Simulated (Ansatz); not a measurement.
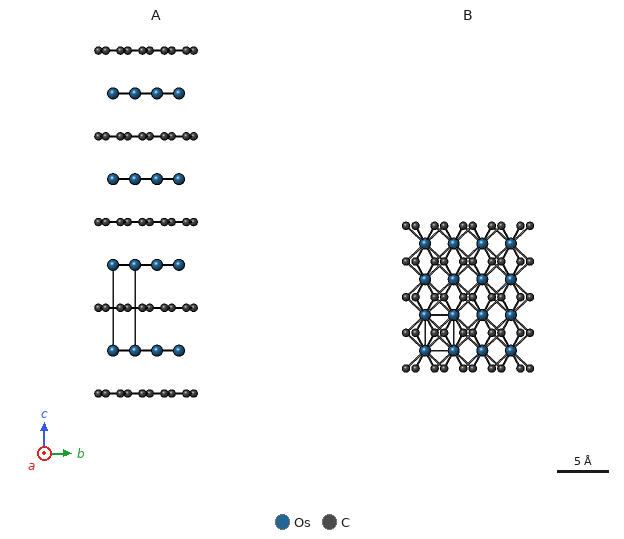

Two geometries of crystalline OsC₂ (a generated structure, set up in P6/mmm) (coarse preliminary run), drawn at one scale. One is the start of a relaxation, the other its converged end. A ball-and-stick model of the cell of the calculation, repeated 1 × 3 × 3 with one cell outlined, seen along the a axis.

Method: DFT PBE, scalar-relativistic, plane waves, PAW in Ansatz. (plane-wave cutoff 420 eV; k-point mesh 6 × 6 × 6; occupations gaussian; smearing width 0.1 eV; no spin polarisation; cell and atoms relaxed; force threshold 0.04 eV/Å; at most 70 steps)

### Which one is relaxed?

Structure A is the relaxed one. No atom moves by more than 0.005 Å relative to the cell. The volume changes by +41.8 %, with a = b 3.273 → 2.514 Å (−23.2 %), c 3.535 → 8.496 Å (+140.3 %). Near-neighbour distances that change, for instance: C–Os 2.588 → 4.489 Å, Os–Os 3.273 → 2.514 Å, C–C 1.890 → 1.452 Å. New bonds form: C–C (1.89 → 1.45 Å). Bonds break: C–Os (2.59 → 4.49 Å). The space group stays P6/mmm (No. 191). The energy falls by 6.766 eV per cell of the calculation in 34 accepted moves (39 points after the start). All forces vanish by symmetry, so only the cell relaxes. Pressure: −35.55 GPa at the start and 0.08 GPa at the end. The SCF was repeated 5 times at an unchanged geometry on a basis and grid sized afresh for the cell, which shifted the energy by 0.402 eV per cell of the calculation at most. Cost: 48 s on 1 thread of Intel(R) Xeon(R) Platinum 8488C (Sapphire Rapids), with other jobs on the host, peak memory 0.38 GiB.
